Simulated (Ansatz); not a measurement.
**Frequency calculation of CH5FOSn**

The run: frequency calculation of CH5FOSn. Method and program: PBE/def2-SVP, RKS, core potentials def2-SVP (Ansatz 0.2.0).

The geometry was optimised with PBE/def2-SVP. Figures and captions count atoms from 1; the log counts them from 0 in places.

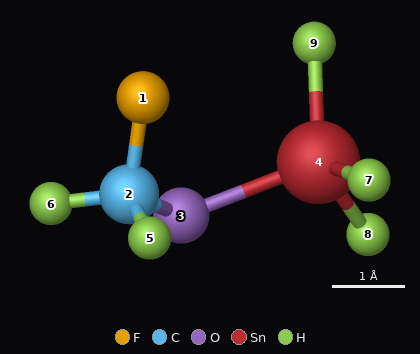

*The structure (ball-and-stick view, seen at a tilt; atoms are numbered from 1 in the order of the input). Sticks mark near contacts.*

Bond lengths as drawn: C–F 1.41 Å, C–H 1.12 Å, C–O 1.36 Å, H–Sn 1.72 to 1.73 Å and O–Sn 2.05 Å.

The input
```yaml
crystal:
  periodic: [false, false, false]
  atoms:
    - {symbol: F, position_ang: [-0.536407, 1.725079, 0.062617]}
    - {symbol: C, position_ang: [-1.308507, 0.564483, 0.279442]}
    - {symbol: O, position_ang: [-0.782865, -0.503326, -0.387026]}
    - {symbol: Sn, position_ang: [1.254462, -0.694202, -0.320006]}
    - {symbol: H, position_ang: [-1.339556, 0.432824, 1.392831]}
    - {symbol: H, position_ang: [-2.334641, 0.773176, -0.107157]}
    - {symbol: H, position_ang: [1.752583, -0.374341, 1.304298]}
    - {symbol: H, position_ang: [1.430163, -2.347616, -0.769649]}
    - {symbol: H, position_ang: [1.953268, 0.377621, -1.472450]}
basis:
  gaussian:
    orbitals: def2-SVP
hamiltonian:
  xc: pbe
phonons:
  temperatures: {t_min: 298.15, t_max: 298.15, t_step: 1}
```

Run on 1 thread of Arm Neoverse V2, 24 GiB of memory available, shared host.

Run as:
```bash
ansatz run molecule.yaml --threads 1 --pin off --max-ram 3480MiB --events-out events.jsonl --progress --plain --runs-dir runs
```

Output
```
Functional definition: PBE
  name "PBE"
  parameter kappa = 0.804
  parameter beta = 0.06672455060314922
  exchange = pbe_x(kappa = kappa, mu = beta*pi^2/3)
  correlation = pbe_c(beta = beta)
1030 factors; their error is unknown
mean field evaluation 1: about -11696.8299 eV, gradient 5.1e1 eV
mean field evaluation 2: about -11649.6597 eV, gradient 1.5e2 eV
mean field evaluation 4: about -11701.8336 eV, gradient 1.5e1 eV
mean field evaluation 8: about -11702.1865 eV, gradient 2.4e-1 eV
mean field evaluation 16: about -11702.1529 eV, gradient 3.8e-5 eV
mean field -11702.15290850 eV, -430.0461873834 hartree, gradient 3.8e-5 eV, S^2 0.000000; 0 other end points of the search recorded, 0 dependent functions left out
the calculation of the forces begins
reference -11702.15294811 eV, -430.0461888390 hartree; 25, 25 occupied and 68, 68 virtual orbitals, 1030 factors
these checks for a lower state are left out or cut short: stability, starts, cluster_reference, orbital_swaps, neighbouring_geometries, increment
1030 factors; their error is unknown
mean field -11702.15287402 eV, -430.0461861162 hartree, gradient 6.4e-7 eV, S^2 0.000000; 0 other end points of the search recorded, 0 dependent functions left out
[... from here on the field's lines of each further geometry are left out, up to the last ...]
the calculation of the forces begins
reference -11702.15292789 eV, -430.0461880959 hartree; 25, 25 occupied and 68, 68 virtual orbitals, 1030 factors
these checks for a lower state are left out or cut short: stability, starts, cluster_reference, orbital_swaps, neighbouring_geometries, increment
1030 factors; their error is unknown
mean field -11702.15288837 eV, -430.0461866435 hartree, gradient 8.6e-7 eV, S^2 0.000000; 0 other end points of the search recorded, 0 dependent functions left out
the calculation of the forces begins
reference -11702.15292798 eV, -430.0461880992 hartree; 25, 25 occupied and 68, 68 virtual orbitals, 1030 factors
Total energy: -11702.15294811 eV, -430.0461888390 hartree
Atom 0 at    -0.536407     1.725079     0.062617 Å, force     0.000211    -0.000033     0.000232 eV/Å
Atom 1 at    -1.308507     0.564483     0.279442 Å, force    -0.000179    -0.000201     0.000063 eV/Å
Atom 2 at    -0.782865    -0.503326    -0.387026 Å, force     0.000435     0.000007    -0.000094 eV/Å
Atom 3 at     1.254462    -0.694202    -0.320006 Å, force    -0.000065     0.000053    -0.000095 eV/Å
Atom 4 at    -1.339556     0.432824     1.392831 Å, force     0.000234     0.000139    -0.000282 eV/Å
Atom 5 at    -2.334641     0.773176    -0.107157 Å, force    -0.000601     0.000114     0.000104 eV/Å
Atom 6 at     1.752583    -0.374341     1.304298 Å, force    -0.000098     0.000079     0.000053 eV/Å
Atom 7 at     1.430163    -2.347616    -0.769649 Å, force     0.000021    -0.000017     0.000025 eV/Å
Atom 8 at     1.953268     0.377621    -1.472450 Å, force     0.000044    -0.000140    -0.000007 eV/Å
Dipole moment:     0.221306    -0.160275     0.122320 e Å
Vibrations: 71.15 127.67 160.69 462.40 478.22 492.53 594.63 667.99 672.13 684.50 944.72 1122.26 1176.51 1197.08 1374.53 1462.05 1851.53 1883.83 1893.21 2871.76 2959.55 cm⁻¹, zero-point energy 1.435051 eV
```

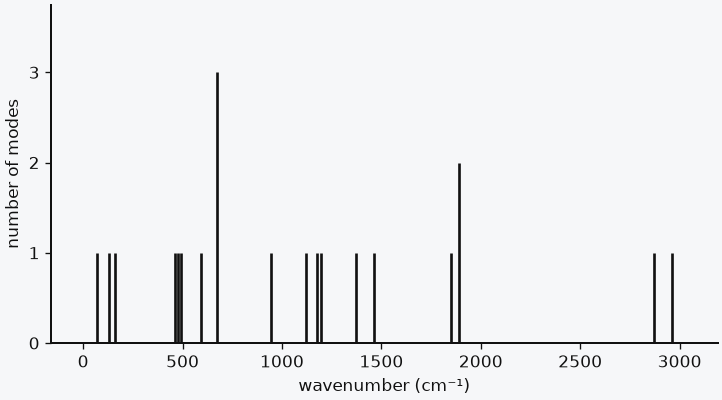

*Harmonic vibrational wavenumbers from the force constants; neighbouring modes closer than 13 cm⁻¹ are counted in one stick.*

21 modes from 71 to 2960 cm⁻¹, none imaginary.

Summary

```json
{"quantity": "outcome", "value": "converged"}
{"quantity": "total energy", "value": "−430.046189 hartree"}
{"quantity": "basis functions", "value": "93"}
{"quantity": "largest force", "value": "0.001 eV/Å"}
{"quantity": "zero-point energy", "value": "0.052737 hartree"}
{"quantity": "dipole moment", "value": "1.44 D"}
{"quantity": "wavenumbers, lowest and highest", "value": "71 and 2960 cm⁻¹"}
{"quantity": "wall time", "value": "78 s"}
{"quantity": "peak memory", "value": "0.12 GiB"}
```
